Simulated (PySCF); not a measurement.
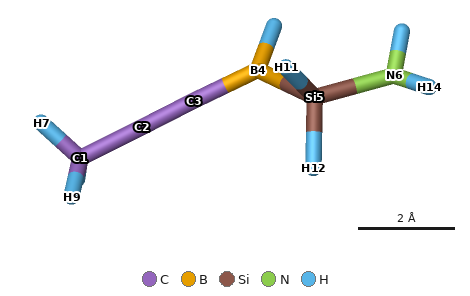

Figure 1. The structure (stick view, seen at a tilt; atoms are numbered from 1 in the order of the input).

**Excited-state calculation of C3H8BNSi**

System: C3H8BNSi, SMILES CC#CB[SiH2]N.
Method: TDDFT PBE0/def2-SVPD, vertical, gas phase, core orbitals frozen in the response (PySCF 2.14.0).

The geometry comes from this level: PBE0-D3(BJ)/def2-SVP.

**The program's output**
```
coarse grid: 11992 points
cycle   1  E = -487.4636158947  dE =  3.436e-01  |g| = 4.777e-01  |ddm| = 9.277e+00
cycle   2  E = -487.4046541577  dE =  5.896e-02  |g| = 6.854e-01  |ddm| = 2.236e+00
cycle   3  E = -487.5156086068  dE = -1.110e-01  |g| = 1.523e-01  |ddm| = 1.153e+00
cycle   4  E = -487.5211192702  dE = -5.511e-03  |g| = 5.774e-02  |ddm| = 2.789e-01
cycle   5  E = -487.5219662737  dE = -8.470e-04  |g| = 1.576e-02  |ddm| = 1.028e-01
cycle   6  E = -487.5220311148  dE = -6.484e-05  |g| = 2.832e-03  |ddm| = 3.111e-02
cycle   7  E = -487.5220334754  dE = -2.361e-06  |g| = 8.291e-04  |ddm| = 1.280e-02
final grid: 110728 points
cycle   8  E = -487.5835180619  dE = -1.906e-05  |g| = 6.599e-03  |ddm| = 1.028e-01
cycle   9  E = -487.5835102160  dE =  7.846e-06  |g| = 8.829e-03  |ddm| = 2.656e-02
cycle  10  E = -487.5835285671  dE = -1.835e-05  |g| = 1.569e-03  |ddm| = 1.344e-02
cycle  11  E = -487.5835292010  dE = -6.339e-07  |g| = 4.001e-04  |ddm| = 2.740e-03
cycle  12  E = -487.5835292405  dE = -3.952e-08  |g| = 9.732e-05  |ddm| = 7.428e-04
cycle  13  E = -487.5835292429  dE = -2.380e-09  |g| = 2.244e-05  |ddm| = 2.010e-04
cycle  14  E = -487.5835292431  dE = -1.767e-10  |g| = 7.337e-06  |ddm| = 9.674e-05
```

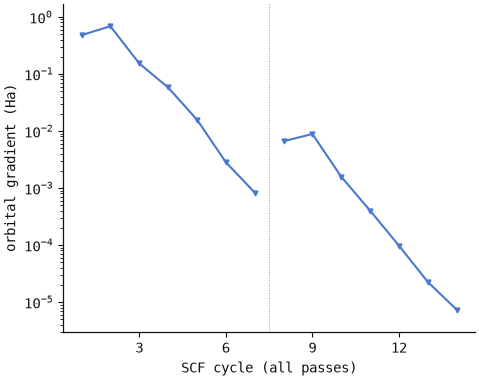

Figure 2. Convergence of the self-consistent field: orbital gradient against the SCF cycle. The dotted line marks the change from a coarse to the final integration grid. The first 7 cycles use a coarse grid, the final grid takes over at cycle 8, and the field converges after 14 cycles in all.

```
converged SCF energy = -487.5835292431

Static polarisability (au): isotropic 93.694, principal 67.172 76.555 137.355

Singlet excitations
state   eV       nm        f      main configurations
  1   3.0899    401.3   0.00099   H->L 0.83, H-1->L 0.16
  2   3.9205    316.2   0.00402   H-1->L 0.83, H->L 0.16
  3   5.0036    247.8   0.06062   H-3->L 0.54, H-2->L 0.38
  4   5.0629    244.9   0.08908   H-2->L 0.47, H-3->L 0.42
  5   6.1167    202.7   0.03188   H->L+1 0.56, H-4->L 0.25
  6   6.1231    202.5   0.01619   H-4->L 0.68, H->L+1 0.13, H-1->L+1 0.09
  7   6.4479    192.3   0.00219   H->L+2 0.69, H->L+1 0.13, H-1->L+1 0.09
  8   6.6738    185.8   0.01501   H-5->L 0.80, H-6->L 0.10
  9   6.7573    183.5   0.01489   H-1->L+1 0.59, H->L+2 0.12, H->L+1 0.08
 10   6.8569    180.8   0.15129   H->L+3 0.58, H-1->L+3 0.13, H-1->L+2 0.12

Triplet excitations (Tamm-Dancoff, eV): 2.6148 3.5492 3.7824 4.4400
Vertical ionisation energy (delta-SCF) = 8.6441 eV
Vertical electron affinity (delta-SCF) = 0.6378 eV
```

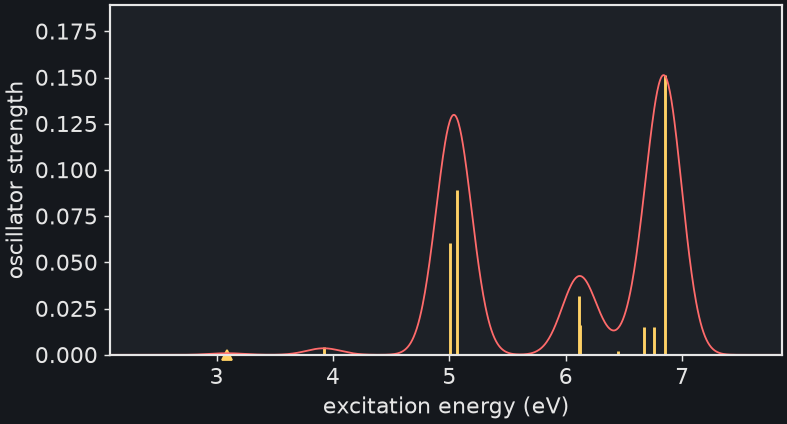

Figure 3. Computed excitations as sticks (degenerate states added up, dark ones marked on the axis), with a Gaussian envelope of 0.35 eV full width at half maximum, scaled to the tallest. Of the 10 states the lowest lies at 3.09 eV (f = 0.001); the strongest line is at 6.86 eV, or 181 nm (f = 0.151).

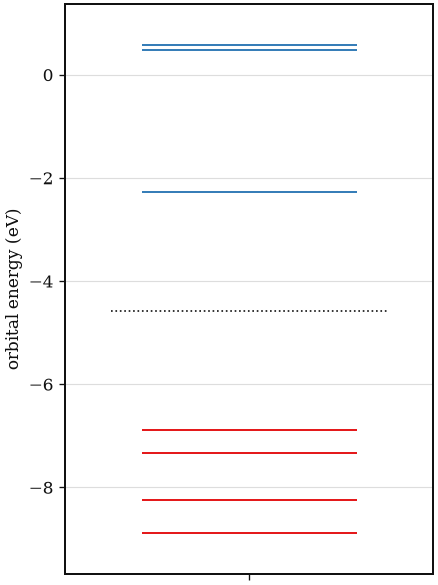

Figure 4. Orbital energies near the frontier; the dotted line parts filled from empty levels, and levels within 0.02 eV of each other stand side by side. Highest filled −6.89 eV, lowest empty −2.28 eV, 4.61 eV apart.

The run was set up as follows.

**Input file**
```
{"job": {"kind": "uv", "xc": "PBE0", "basis": "def2-SVPD", "ip": true}, "charge": 0, "multiplicity": 1}
C     -3.556801     0.373356    -0.165194
C     -2.131768     0.621608    -0.215000
C     -0.927824     0.847244    -0.263416
B      0.551210     1.073737    -0.309504
Si     1.841190    -0.362445     0.270801
N      3.403436    -0.064510    -0.435406
H     -4.046247     1.084754     0.519362
H     -4.004932     0.523564    -1.160702
H     -3.791892    -0.648867     0.169696
H      0.969158     2.160567    -0.648679
H      1.800726    -0.368937     1.783868
H      1.411038    -1.738371    -0.136802
H      3.750168     0.888457    -0.441371
H      4.163477    -0.714781    -0.268399
```

The first line tells a small driver script what to run in PySCF; the rest is the geometry in Å.

Command:
```bash
OMP_NUM_THREADS=1 python <driver script> task.json out
```

**Key numbers**

| quantity | value |
| --- | --- |
| outcome | converged |
| total energy | −487.583529 hartree |
| HOMO | −6.89 eV |
| LUMO | −2.28 eV |
| dipole moment | 1.40 D |
| mean polarisability | 93.69 a.u. |
| vertical ionisation energy | 8.64 eV |
| vertical electron affinity | 0.64 eV |
| lowest singlet excitation | 3.09 eV |
| hardware | 1 CPU thread, shared host |
| wall time | 2 min |
| peak memory | 0.82 GiB |
